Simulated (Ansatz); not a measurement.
# SnH4 (SMILES [H][Sn]([H])([H])[H]): methods side by side

SnH4 has 5 atoms, charge 0, and is taken as a singlet. SMILES: `[H][Sn]([H])([H])[H]`. Geometry: a GFN2-xTB relaxation, a rough one for these elements and not checked as a minimum.

```jsonl
{"atom": "Sn", "x (Å)": "-0.0010", "y (Å)": "-0.0002", "z (Å)": "-0.0005"}
{"atom": "H", "x (Å)": "0.0120", "y (Å)": "-0.0185", "z (Å)": "1.6382"}
{"atom": "H", "x (Å)": "1.5407", "y (Å)": "0.0108", "z (Å)": "-0.5549"}
{"atom": "H", "x (Å)": "-0.7797", "y (Å)": "1.3421", "z (Å)": "-0.5271"}
{"atom": "H", "x (Å)": "-0.7720", "y (Å)": "-1.3341", "z (Å)": "-0.5557"}
```

Quantity: the energy change with the Sn1–H2 bond stretched from 1.639 to 2.458 Å, in eV. The values are calculated.

```json
{"level": "HF/STO-3G (restricted)", "kind": "Hartree–Fock", "program": "Ansatz", "value (eV)": "3.44", "less FCI/STO-3G": "+0.95", "CPU time (all runs)": "0.81 s"}
{"level": "BLYP/STO-3G (restricted)", "kind": "GGA", "program": "Ansatz", "value (eV)": "2.56", "less FCI/STO-3G": "+0.07", "CPU time (all runs)": "3 s"}
{"level": "PBE/STO-3G (restricted)", "kind": "GGA", "program": "Ansatz", "value (eV)": "2.59", "less FCI/STO-3G": "+0.10", "CPU time (all runs)": "3.1 s"}
{"level": "r2SCAN/STO-3G (restricted)", "kind": "meta-GGA", "program": "Ansatz", "value (eV)": "2.78", "less FCI/STO-3G": "+0.29", "CPU time (all runs)": "7.1 s"}
{"level": "BHLYP/STO-3G (restricted)", "kind": "global hybrid", "program": "Ansatz", "value (eV)": "3.10", "less FCI/STO-3G": "+0.61", "CPU time (all runs)": "3 s"}
{"level": "HSE06/STO-3G (restricted)", "kind": "range-separated hybrid", "program": "Ansatz", "value (eV)": "2.84", "less FCI/STO-3G": "+0.35", "CPU time (all runs)": "3.7 s"}
{"level": "B2PLYP/STO-3G (restricted)", "kind": "double hybrid", "program": "Ansatz", "value (eV)": "2.89", "less FCI/STO-3G": "+0.40", "CPU time (all runs)": "4.2 s"}
{"level": "BCCD(T)/STO-3G (restricted)", "kind": "coupled cluster or CI", "program": "Ansatz", "value (eV)": "2.49", "less FCI/STO-3G": "0.00", "CPU time (all runs)": "1 s"}
{"level": "FCI/STO-3G", "kind": "exact in the basis", "program": "Ansatz", "value (eV)": "2.49", "less FCI/STO-3G": "0.00", "CPU time (all runs)": "3.2 s"}
```

FCI/STO-3G is exact within its basis and frozen core, so for wave-function methods in that basis the difference is their error; functionals converge differently with the basis, so for them it is only a difference. Spin-restricted single references rise too steeply as a bond breaks, Hartree–Fock most of all. All-electron rows without a relativistic Hamiltonian named are non-relativistic. The first shape isn't each level's own minimum. The values span 2.49 to 3.44 eV. All rows use very small basis sets, so even the best lies far from the true value. In the correlated wave-function rows the outer d shell of Sn is correlated, in sets not made for it. Times are those of the runs behind each value, whatever else they computed, on shared processors of several kinds: orders of magnitude only.

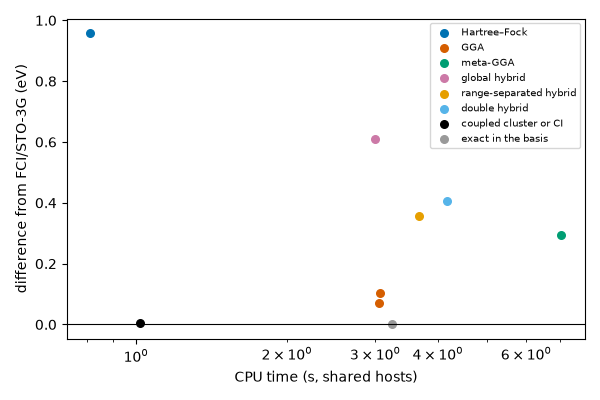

Difference from FCI/STO-3G against processor time, one point a level.
